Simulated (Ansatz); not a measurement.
# BBrF2 + HF: a complex and its separated parts, part 1 of 2

Aim: how far the complex at one end of a reaction step lies below its separated, relaxed parts, level by level.

The runs use Ansatz 0.2.0, Gaussian basis; PBE0-D4/def2-TZVP structures, single points in def2-TZVPP, no counterpoise correction.

Levels: SPW92, PBE-D4, BLYP-D4, r2SCAN-D4, B97M-V, PBE0-D4, B3LYP-D4, r2SCAN0-D4, BHLYP-D4, CAM-B3LYP-D4, wB97X-V, wB97M-V, B2PLYP, PBE-QIDH, RPA on PBE, Hartree-Fock, MP2, CCSD, CCSD(T).

Cores are frozen in the correlated methods. Filled d shells of the heavier atoms are correlated. B3LYP uses VWN-RPA correlation. B2PLYP carries no dispersion term here.

94 further runs of the same task are left out: 94 set aside as unsound or not needed.

### Step 1. The starting structure

The complex: 6 atoms, charge 0, spin multiplicity 1.

Atoms are counted from 1 here; the program's logs count them from 0.

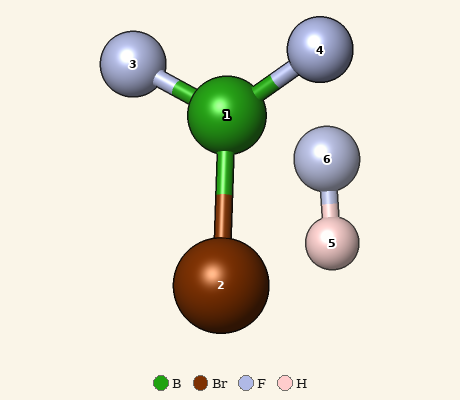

The starting geometry (boron green, bromine brown, fluorine light blue, hydrogen pink); atoms are numbered from 1 in the order of the file.

Geometry (Å):

```mol
BBrF3H
  3D, bonds by distance, orders not assigned

  6  4  0  0  0  0  0  0  0  0999 V2000
   -0.8573   -0.2047    0.1892 B   0  0
   -0.0483    0.0526    1.9124 Br  0  0
   -0.9102   -1.4030   -0.3288 F   0  0
   -1.4518    0.7967   -0.4030 F   0  0
    1.9152    0.4605   -0.3280 H   0  0
    1.3524    0.2979   -1.0417 F   0  0
  1  2  8  0
  1  3  8  0
  1  4  8  0
  5  6  8  0
M  END
```

Its parts: BBrF2 holds atoms 1, 2, 3, 4; HF holds atoms 5, 6. Each part counts its atoms afresh in its own runs.

### Step 2. Relaxing BBrF2 alone

relax-a/in.yaml

```yaml
crystal:
  periodic: [false, false, false]
  atoms:
    - {symbol: B, position_ang: [-0.857287, -0.204714, 0.189213]}
    - {symbol: Br, position_ang: [-0.048335, 0.052622, 1.912388]}
    - {symbol: F, position_ang: [-0.910150, -1.403010, -0.328816]}
    - {symbol: F, position_ang: [-1.451808, 0.796709, -0.403034]}
basis:
  gaussian: {orbitals: def2-TZVP}
hamiltonian: {xc: pbe0, dispersion: d4}
relax: {f_tol: 0.005, max_steps: 200}
```

Run with:

```console
ansatz run in.yaml --threads 4 --pin off --events-out ev --progress --plain --max-ram 9574MiB
```

The program printed, shortened:

```text
Functional definition: PBE0
  name "PBE0"
  cite "Adamo & Barone, J. Chem. Phys. 110, 6158 (1999) doi:10.1063/1.478522"
  cite "Perdew, Burke & Ernzerhof, Phys. Rev. Lett. 77, 3865 (1996) doi:10.1103/PhysRevLett.77.3865"
  parent pbe
[...]
894 factors; their error is unknown
[...]
mean field -76149.04410399 eV, -2798.4257551458 hartree, gradient 1.1e-5 eV, S^2 0.000000; 0 other end points of the search recorded, 0 dependent functions left out
[...]
reference -76149.04412778 eV, -2798.4257560199 hartree; 29, 29 occupied and 112, 112 virtual orbitals, 894 factors
[...]
894 factors; their error is unknown
[...]
mean field -76149.05856783 eV, -2798.4262866819 hartree, gradient 1.4e-5 eV, S^2 0.000000; 1 other end points of the search recorded, 0 dependent functions left out
[...]
reference -76149.05859159 eV, -2798.4262875552 hartree; 29, 29 occupied and 112, 112 virtual orbitals, 894 factors
Total energy: -76149.11868890 eV, -2798.4284960907 hartree
Atom 0 at    -0.880143    -0.209505     0.214019 Å, force    -0.000236    -0.000059    -0.000034 eV/Å
Atom 1 at    -0.047278     0.052624     1.904720 Å, force    -0.001652    -0.000524    -0.003469 eV/Å
Atom 2 at    -0.900263    -1.396506    -0.337524 Å, force     0.000887     0.000524     0.001744 eV/Å
Atom 3 at    -1.439897     0.794994    -0.411464 Å, force     0.001001     0.000059     0.001759 eV/Å
Dipole moment:     0.024598     0.007741     0.049908 e Å
```

Run time: 10 s. Hardware: 4 threads of Arm Neoverse V1, shared host.

Step by step: (the energy doesn't fall at every step)

```
step  energy from step 1 (eV)  largest force component (eV/Å)
   1                   0.0000                          0.6567
   2                   0.2730                          2.0522
   3                  -0.0144                          0.0542
   4                  -0.0145                          0.0112
   5                  -0.0145                          0.0273
   6                  -0.0145                          0.0035
```

Distances of close pairs at the start and the end, largest changes first:

```
  bond  before (Å)  after (Å)  change (Å)
B1–Br2       1.921      1.903      -0.018
 B1–F3       1.307      1.309      +0.002
 B1–F4       1.307      1.309      +0.002
```

### Step 3. Relaxing HF alone

relax-b/in.yaml

```yaml
crystal:
  periodic: [false, false, false]
  atoms:
    - {symbol: H, position_ang: [1.915209, 0.460534, -0.328038]}
    - {symbol: F, position_ang: [1.352370, 0.297860, -1.041712]}
basis:
  gaussian: {orbitals: def2-TZVP}
hamiltonian: {xc: pbe0, dispersion: d4}
relax: {f_tol: 0.005, max_steps: 200}
```

Run with:

```console
ansatz run in.yaml --threads 4 --pin off --events-out ev --progress --plain --max-ram 9574MiB
```

The program printed, shortened:

```text
[... 5 set-up lines as earlier in the session ...]
[...]
200 factors; their error is unknown
[...]
mean field -2731.80137098 eV, -100.3918487019 hartree, gradient 6.9e-6 eV, S^2 0.000000; 0 other end points of the search recorded, 0 dependent functions left out
[...]
reference -2731.80170841 eV, -100.3918611022 hartree; 5, 5 occupied and 32, 32 virtual orbitals, 200 factors
Total energy: -2731.80322170 eV, -100.3919167147 hartree
Atom 0 at     1.914202     0.460243    -0.329315 Å, force     0.000208     0.000060     0.000264 eV/Å
Atom 1 at     1.353377     0.298151    -1.040435 Å, force    -0.000208    -0.000060    -0.000264 eV/Å
Dipole moment:     0.244325     0.070616     0.309802 e Å
```

Wall time 0.5 s (4 threads of Arm Neoverse V1, shared host).

Along the way:

```
step  energy from step 1 (eV)  largest force component (eV/Å)
   1                   0.0000                          0.1530
   2                  -0.0003                          0.0310
   3                  -0.0003                          0.0003
```

The bond:

```
 bond  before (Å)  after (Å)  change (Å)
H1–F2       0.923      0.920      -0.003
```

### Step 4. SPW92/def2-TZVPP

parta/in.yaml

```yaml
crystal:
  periodic: [false, false, false]
  atoms:
    - {symbol: B, position_ang: [-0.880143, -0.209505, 0.214019]}
    - {symbol: Br, position_ang: [-0.047278, 0.052624, 1.904720]}
    - {symbol: F, position_ang: [-0.900263, -1.396506, -0.337524]}
    - {symbol: F, position_ang: [-1.439897, 0.794994, -0.411464]}
basis:
  gaussian: {orbitals: def2-TZVPP}
hamiltonian: {xc: lda}
```

partb/in.yaml

```yaml
crystal:
  periodic: [false, false, false]
  atoms:
    - {symbol: H, position_ang: [1.914202, 0.460243, -0.329315]}
    - {symbol: F, position_ang: [1.353377, 0.298151, -1.040435]}
basis:
  gaussian: {orbitals: def2-TZVPP}
hamiltonian: {xc: lda}
```

The same command starts each run, in its folder.

Run with:

```console
ansatz run in.yaml --threads 4 --pin off --events-out ev --progress --plain --max-ram 9574MiB
```

Output in parta, shortened:

```text
Functional definition: SPW92
  name "SPW92"
  cite "Dirac, Proc. Camb. Phil. Soc. 26, 376 (1930) doi:10.1017/S0305004100016108"
  cite "Slater, Phys. Rev. 81, 385 (1951) doi:10.1103/PhysRev.81.385"
  cite "Perdew & Wang, Phys. Rev. B 45, 13244 (1992) doi:10.1103/PhysRevB.45.13244"
[...]
857 factors; their error is unknown
[...]
mean field -76024.65689580 eV, -2793.8546095572 hartree, gradient 3.8e-6 eV, S^2 0.000000; 0 other end points of the search recorded, 0 dependent functions left out
reference -76024.65692650 eV, -2793.8546106855 hartree; 29, 29 occupied and 112, 112 virtual orbitals, 857 factors
Total energy: -76024.65692650 eV, -2793.8546106855 hartree
```

Log of partb, shortened:

```text
[... 5 set-up lines as earlier in the session ...]
[...]
215 factors; their error is unknown
[...]
mean field -2716.76651445 eV, -99.8393279155 hartree, gradient 3.5e-5 eV, S^2 0.000000; 0 other end points of the search recorded, 0 dependent functions left out
reference -2716.76652553 eV, -99.8393283228 hartree; 5, 5 occupied and 40, 40 virtual orbitals, 215 factors
Total energy: -2716.76652553 eV, -99.8393283228 hartree
```

Wall times: 0.5 s (parta), 0.1 s (partb) on 4 threads of Arm Neoverse V1, shared host.

### Step 5. PBE-D4/def2-TZVPP

The same edit goes into each in.yaml of step 4 (parta, partb):

```diff
-hamiltonian: {xc: lda}
+hamiltonian: {xc: pbe, dispersion: d4}
```

Each run has its own folder and the same command.

Run with:

```console
ansatz run in.yaml --threads 4 --pin off --events-out ev --progress --plain --max-ram 9574MiB
```

parta printed, shortened:

```text
Functional definition: PBE
  name "PBE"
[... 2 set-up lines as earlier in the session ...]
[...]
857 factors; their error is unknown
[...]
mean field -76146.52480396 eV, -2798.3331725773 hartree, gradient 3.4e-6 eV, S^2 0.000000; 0 other end points of the search recorded, 0 dependent functions left out
reference -76146.52483724 eV, -2798.3331738001 hartree; 29, 29 occupied and 112, 112 virtual orbitals, 857 factors
Total energy: -76146.59723661 eV, -2798.3358344281 hartree
```

Log of partb, shortened:

```text
[... 4 set-up lines as earlier in the session ...]
[...]
215 factors; their error is unknown
[...]
mean field -2731.84358959 eV, -100.3934002073 hartree, gradient 4.7e-5 eV, S^2 0.000000; 0 other end points of the search recorded, 0 dependent functions left out
reference -2731.84360170 eV, -100.3934006523 hartree; 5, 5 occupied and 40, 40 virtual orbitals, 215 factors
Total energy: -2731.84549558 eV, -100.3934702513 hartree
```

Times: 0.75 s (parta), 0.15 s (partb) on 4 threads of Arm Neoverse V1, shared host.

### Step 6. BLYP-D4/def2-TZVPP

The same edit goes into each in.yaml of step 5 (parta, partb):

```diff
-hamiltonian: {xc: pbe, dispersion: d4}
+hamiltonian: {xc: {name: BLYP}, dispersion: d4}
```

One command serves all of them, each in its own folder.

Run with:

```console
ansatz run in.yaml --threads 4 --pin off --events-out ev --progress --plain --max-ram 9574MiB
```

Output in parta, shortened:

```text
Functional definition: BLYP
  name "BLYP"
  cite "Becke, Phys. Rev. A 38, 3098 (1988) doi:10.1103/PhysRevA.38.3098"
  cite "Lee, Yang & Parr, Phys. Rev. B 37, 785 (1988) doi:10.1103/PhysRevB.37.785"
[...]
857 factors; their error is unknown
[...]
mean field -76163.32249824 eV, -2798.9504764560 hartree, gradient 7.0e-6 eV, S^2 0.000000; 0 other end points of the search recorded, 0 dependent functions left out
reference -76163.32277459 eV, -2798.9504866119 hartree; 29, 29 occupied and 112, 112 virtual orbitals, 857 factors
Total energy: -76163.48731086 eV, -2798.9565332082 hartree
```

Log of partb, shortened:

```text
[... 4 set-up lines as earlier in the session ...]
[...]
215 factors; their error is unknown
[...]
mean field -2734.23793785 eV, -100.4813908830 hartree, gradient 3.9e-5 eV, S^2 0.000000; 0 other end points of the search recorded, 0 dependent functions left out
reference -2734.23806146 eV, -100.4813954255 hartree; 5, 5 occupied and 40, 40 virtual orbitals, 215 factors
Total energy: -2734.24264346 eV, -100.4815638108 hartree
```

Times: 0.8 s (parta), 0.15 s (partb) on 4 threads of Arm Neoverse V1, shared host.

### Step 7. r2SCAN-D4/def2-TZVPP

Each input of step 6 (parta, partb) changes in the same lines:

```diff
-hamiltonian: {xc: {name: BLYP}, dispersion: d4}
+hamiltonian: {xc: r2scan, dispersion: d4}
```

The same command starts each run, in its folder.

Run with:

```console
ansatz run in.yaml --threads 4 --pin off --events-out ev --progress --plain --max-ram 9574MiB
```

Log of parta, shortened:

```text
Functional definition: r2SCAN
  name "r2SCAN"
  cite "Furness, Kaplan, Ning, Perdew & Sun, J. Phys. Chem. Lett. 11, 8208 (2020) doi:10.1021/acs.jpclett.0c02405"
  cite "Furness, Kaplan, Ning, Perdew & Sun, J. Phys. Chem. Lett. 11, 9248 (2020) doi:10.1021/acs.jpclett.0c03077"
  parent r2scan
[...]
857 factors; their error is unknown
[...]
mean field -76160.25537460 eV, -2798.8377617413 hartree, gradient 1.5e-5 eV, S^2 0.000000; 0 other end points of the search recorded, 0 dependent functions left out
reference -76160.25538384 eV, -2798.8377620808 hartree; 29, 29 occupied and 112, 112 virtual orbitals, 857 factors
Total energy: -76160.27097559 eV, -2798.8383350672 hartree
```

partb printed, shortened:

```text
[... 5 set-up lines as earlier in the session ...]
[...]
215 factors; their error is unknown
[...]
mean field -2733.29261868 eV, -100.4466510443 hartree, gradient 6.5e-6 eV, S^2 0.000000; 0 other end points of the search recorded, 0 dependent functions left out
reference -2733.29262186 eV, -100.4466511612 hartree; 5, 5 occupied and 40, 40 virtual orbitals, 215 factors
Total energy: -2733.29307940 eV, -100.4466679753 hartree
```

Times: 1.8 s (parta), 0.4 s (partb) on 4 threads of Arm Neoverse V1, shared host.

### Step 8. B97M-V/def2-TZVPP

The same edit goes into each in.yaml of step 7 (parta, partb):

```diff
-hamiltonian: {xc: r2scan, dispersion: d4}
+hamiltonian: {xc: {name: B97M-V}}
```

Each run has its own folder and the same command.

Run with:

```console
ansatz run in.yaml --threads 4 --pin off --events-out ev --progress --plain --max-ram 9574MiB
```

Log of parta, shortened:

```text
Functional definition: B97M-V
  name "B97M-V"
  cite "Mardirossian & Head-Gordon, J. Chem. Phys. 142, 074111 (2015) doi:10.1063/1.4907719"
  cite "Becke, J. Chem. Phys. 107, 8554 (1997) doi:10.1063/1.475007"
  cite "Vydrov & Van Voorhis, J. Chem. Phys. 133, 244103 (2010) doi:10.1063/1.3521275"
  # Of w^i u^j: cxij and so on, Table III.
[...]
  gx(w, u) = cx00 + cx01*u + cx02*u^2 + (cx10 + cx11*u)*w
[...]
  gos(w, u) = cos00 + cos01*u + cos03*u^3 + cos10*w + cos32*w^3*u^2
[...]
      + integral(e_c_pw_mod_opposite_spin*gos(b97_w_opposite, b97_u_opposite)) + vv10(b, c)
857 factors; their error is unknown
[...]
mean field -76149.05277630 eV, -2798.4260738471 hartree, gradient 1.0e-5 eV, S^2 0.000000; 0 other end points of the search recorded, 0 dependent functions left out
reference -76149.05282377 eV, -2798.4260755919 hartree; 29, 29 occupied and 112, 112 virtual orbitals, 857 factors
Total energy: -76149.05282377 eV, -2798.4260755919 hartree
```

Log of partb, shortened:

```text
[... 5 set-up lines as earlier in the session ...]
  # Of w^i u^j: cxij and so on, Table III.
[...]
  gx(w, u) = cx00 + cx01*u + cx02*u^2 + (cx10 + cx11*u)*w
[...]
  gos(w, u) = cos00 + cos01*u + cos03*u^3 + cos10*w + cos32*w^3*u^2
[...]
      + integral(e_c_pw_mod_opposite_spin*gos(b97_w_opposite, b97_u_opposite)) + vv10(b, c)
215 factors; their error is unknown
[...]
mean field -2733.38837388 eV, -100.4501699829 hartree, gradient 2.3e-5 eV, S^2 0.000000; 0 other end points of the search recorded, 0 dependent functions left out
reference -2733.38839159 eV, -100.4501706339 hartree; 5, 5 occupied and 40, 40 virtual orbitals, 215 factors
Total energy: -2733.38839159 eV, -100.4501706339 hartree
```

Times: 2.9 s (parta), 0.36 s (partb) on 4 threads of Arm Neoverse V1, shared host.

### Step 9. PBE0-D4/def2-TZVPP

Each input of step 8 (parta, partb) changes in the same lines:

```diff
-hamiltonian: {xc: {name: B97M-V}}
+hamiltonian: {xc: pbe0, dispersion: d4}
+output: {orbitals: {seedname: orbitals}}
```

The same command starts each run, in its folder.

Run with:

```console
ansatz run in.yaml --threads 4 --pin off --events-out ev --progress --plain --max-ram 9574MiB
```

Log of parta, shortened:

```text
[... 5 set-up lines as earlier in the session ...]
[...]
894 factors; their error is unknown
[...]
mean field -76149.05856792 eV, -2798.4262866853 hartree, gradient 2.1e-5 eV, S^2 0.000000; 0 other end points of the search recorded, 0 dependent functions left out
reference -76149.05859168 eV, -2798.4262875586 hartree; 29, 29 occupied and 112, 112 virtual orbitals, 894 factors
Total energy: -76149.11868900 eV, -2798.4284960942 hartree
```

Log of partb, shortened:

```text
[... 5 set-up lines as earlier in the session ...]
[...]
215 factors; their error is unknown
[...]
mean field -2731.86111844 eV, -100.3940443806 hartree, gradient 4.0e-5 eV, S^2 0.000000; 0 other end points of the search recorded, 0 dependent functions left out
reference -2731.86112715 eV, -100.3940447008 hartree; 5, 5 occupied and 40, 40 virtual orbitals, 215 factors
Total energy: -2731.86264044 eV, -100.3941003133 hartree
```

Times: 1.1 s (parta), 0.15 s (partb) on 4 threads of Arm Neoverse V1, shared host.

### Step 10. B3LYP-D4/def2-TZVPP

The same edit goes into each in.yaml of step 9 (parta, partb):

```diff
-hamiltonian: {xc: pbe0, dispersion: d4}
-output: {orbitals: {seedname: orbitals}}
+hamiltonian: {xc: {name: B3LYP}, dispersion: d4}
```

Each run has its own folder and the same command.

Run with:

```console
ansatz run in.yaml --threads 4 --pin off --events-out ev --progress --plain --max-ram 9574MiB
```

parta printed, shortened:

```text
Functional definition: B3LYP
  name "B3LYP"
  cite "Stephens, Devlin, Chabalowski & Frisch, J. Phys. Chem. 98, 11623 (1994) doi:10.1021/j100096a001"
[... 2 set-up lines as earlier in the session ...]
  cite "Vosko, Wilk & Nusair, Can. J. Phys. 58, 1200 (1980) doi:10.1139/p80-159"
[...]
894 factors; their error is unknown
[...]
mean field -76164.10441712 eV, -2798.9792114449 hartree, gradient 1.8e-5 eV, S^2 0.000000; 0 other end points of the search recorded, 0 dependent functions left out
reference -76164.10462005 eV, -2798.9792189025 hartree; 29, 29 occupied and 112, 112 virtual orbitals, 894 factors
Total energy: -76164.22409733 eV, -2798.9836096116 hartree
```

Log of partb, shortened:

```text
[... 6 set-up lines as earlier in the session ...]
[...]
215 factors; their error is unknown
[...]
mean field -2734.54625967 eV, -100.4927215008 hartree, gradient 1.9e-5 eV, S^2 0.000000; 0 other end points of the search recorded, 0 dependent functions left out
reference -2734.54635051 eV, -100.4927248391 hartree; 5, 5 occupied and 40, 40 virtual orbitals, 215 factors
Total energy: -2734.54934022 eV, -100.4928347090 hartree
```

Times: 1.1 s (parta), 0.21 s (partb) on 4 threads of Arm Neoverse V1, shared host.

### Step 11. r2SCAN0-D4/def2-TZVPP

Each input of step 10 (parta, partb) changes in the same lines:

```diff
-hamiltonian: {xc: {name: B3LYP}, dispersion: d4}
+hamiltonian: {xc: {name: r2SCAN0}, dispersion: d4}
```

One command serves all of them, each in its own folder.

Run with:

```console
ansatz run in.yaml --threads 4 --pin off --events-out ev --progress --plain --max-ram 9574MiB
```

Output in parta, shortened:

```text
Functional definition: r2SCAN0
  name "r2SCAN0"
  cite "Bursch, Neugebauer, Ehlert & Grimme, J. Chem. Phys. 156, 134105 (2022) doi:10.1063/5.0086040"
[... 3 set-up lines as earlier in the session ...]
[...]
894 factors; their error is unknown
[...]
mean field -76159.47080570 eV, -2798.8089293659 hartree, gradient 3.0e-5 eV, S^2 0.000000; 0 other end points of the search recorded, 0 dependent functions left out
reference -76159.47081277 eV, -2798.8089296259 hartree; 29, 29 occupied and 112, 112 virtual orbitals, 894 factors
Total energy: -76159.48957042 eV, -2798.8096189569 hartree
```

Output in partb, shortened:

```text
[... 6 set-up lines as earlier in the session ...]
[...]
215 factors; their error is unknown
[...]
mean field -2732.94546104 eV, -100.4338932362 hartree, gradient 6.6e-5 eV, S^2 0.000000; 0 other end points of the search recorded, 0 dependent functions left out
reference -2732.94546350 eV, -100.4338933267 hartree; 5, 5 occupied and 40, 40 virtual orbitals, 215 factors
Total energy: -2732.94596547 eV, -100.4339117738 hartree
```

Times: 2.3 s (parta), 0.5 s (partb) on 4 threads of Arm Neoverse V1, shared host.

### Step 12. BHLYP-D4/def2-TZVPP

Each input of step 11 (parta, partb) changes in the same lines:

```diff
-hamiltonian: {xc: {name: r2SCAN0}, dispersion: d4}
+hamiltonian: {xc: {name: BHLYP}, dispersion: d4}
```

One command serves all of them, each in its own folder.

Run with:

```console
ansatz run in.yaml --threads 4 --pin off --events-out ev --progress --plain --max-ram 9574MiB
```

parta printed, shortened:

```text
Functional definition: BHLYP
  name "BHLYP"
  cite "Becke, J. Chem. Phys. 98, 1372 (1993) doi:10.1063/1.464304"
[... 2 set-up lines as earlier in the session ...]
[...]
1014 factors; their error is unknown
[...]
mean field -76160.85677994 eV, -2798.8598629798 hartree, gradient 1.3e-5 eV, S^2 0.000000; 0 other end points of the search recorded, 0 dependent functions left out
reference -76160.85691422 eV, -2798.8598679147 hartree; 29, 29 occupied and 112, 112 virtual orbitals, 1014 factors
Total energy: -76160.95000905 eV, -2798.8632890865 hartree
```

Output in partb, shortened:

```text
[... 5 set-up lines as earlier in the session ...]
[...]
234 factors; their error is unknown
[...]
mean field -2733.43313502 eV, -100.4518149245 hartree, gradient 1.2e-5 eV, S^2 0.000000; 0 other end points of the search recorded, 0 dependent functions left out
reference -2733.43319556 eV, -100.4518171492 hartree; 5, 5 occupied and 40, 40 virtual orbitals, 234 factors
Total energy: -2733.43492353 eV, -100.4518806508 hartree
```

Times: 1.2 s (parta), 0.15 s (partb) on 4 threads of Arm Neoverse V1, shared host.

### Step 13. CAM-B3LYP-D4/def2-TZVPP

The same edit goes into each in.yaml of step 12 (parta, partb):

```diff
-hamiltonian: {xc: {name: BHLYP}, dispersion: d4}
+hamiltonian: {xc: {name: CAM-B3LYP}, dispersion: d4}
```

The same command starts each run, in its folder.

Run with:

```console
ansatz run in.yaml --threads 4 --pin off --events-out ev --progress --plain --max-ram 9574MiB
```

parta printed, shortened:

```text
Functional definition: CAM-B3LYP
  name "CAM-B3LYP"
  cite "Yanai, Tew & Handy, Chem. Phys. Lett. 393, 51 (2004) doi:10.1016/j.cplett.2004.06.011"
  cite "Iikura, Tsuneda, Yanai & Hirao, J. Chem. Phys. 115, 3540 (2001) doi:10.1063/1.1383587"
[... 2 set-up lines as earlier in the session ...]
[...]
894 factors; their error is unknown
166 factors; integrals over basis functions are off by at most 3.7e-5 eV
[...]
mean field -76165.13082389 eV, -2799.0169311980 hartree, gradient 1.1e-5 eV, S^2 0.000000; 0 other end points of the search recorded, 0 dependent functions left out
reference -76165.13092292 eV, -2799.0169348372 hartree; 29, 29 occupied and 112, 112 virtual orbitals, 894 factors
Total energy: -76165.19183854 eV, -2799.0191734450 hartree
```

Log of partb, shortened:

```text
[... 6 set-up lines as earlier in the session ...]
[...]
  # Exact exchange under (alpha + beta erf(omega r))/r, Becke's under what is left of 1/r.
[...]
215 factors; their error is unknown
48 factors; integrals over basis functions are off by at most 4.9e-5 eV
[...]
mean field -2733.85902784 eV, -100.4674661971 hartree, gradient 6.2e-5 eV, S^2 0.000000; 0 other end points of the search recorded, 0 dependent functions left out
reference -2733.85907198 eV, -100.4674678189 hartree; 5, 5 occupied and 40, 40 virtual orbitals, 215 factors
Total energy: -2733.86051230 eV, -100.4675207499 hartree
```

Times: 1.3 s (parta), 0.2 s (partb) on 4 threads of Arm Neoverse V1, shared host.

(Continued in part 2 of 2.)
